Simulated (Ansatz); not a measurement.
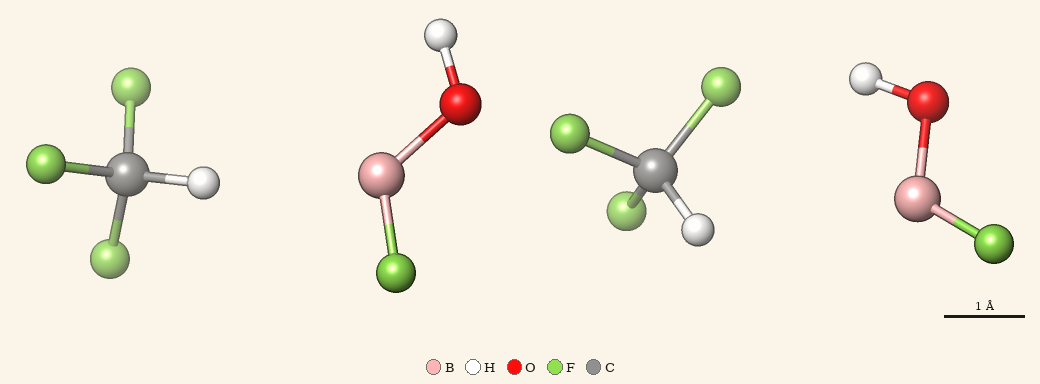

Two geometries of CH2BF4O (multiplicity 2), drawn at one scale. One is the start of a relaxation, the other its converged end. A ball-and-stick model, seen at a tilt.

Theory: Ansatz 0.2.0, UKS B3LYP/def2-SVP. (collinear spin; force threshold 0.03 eV/Å; at most 50 steps)

Which geometry has the lower energy?

The right one is the relaxed one. The run prepares an end point of a later path (reaction) calculation, from a guessed geometry. The largest move after the best rigid fit is that of an H atom, 1.40 Å. Largest moves by element: H 1.40 Å, F 1.14 Å, O 0.75 Å, B 0.41 Å, C 0.12 Å. Among the contacts that change: C–F 1.339 → 1.358 Å, C–H 1.110 → 1.103 Å, C–F 1.335 → 1.328 Å. Over 22 accepted moves (24 points after the start) the energy falls by 13.6 kJ/mol. Largest force component: 0.14 eV/Å at the start, 0.014 eV/Å at the end. The line search rejected the trial steps at points 2, 5 of the run.

Limits of the set-up: the start holds two separate molecules, 2.4 Å apart at their closest, whose relative position is a soft coordinate and is computed without a dispersion correction.
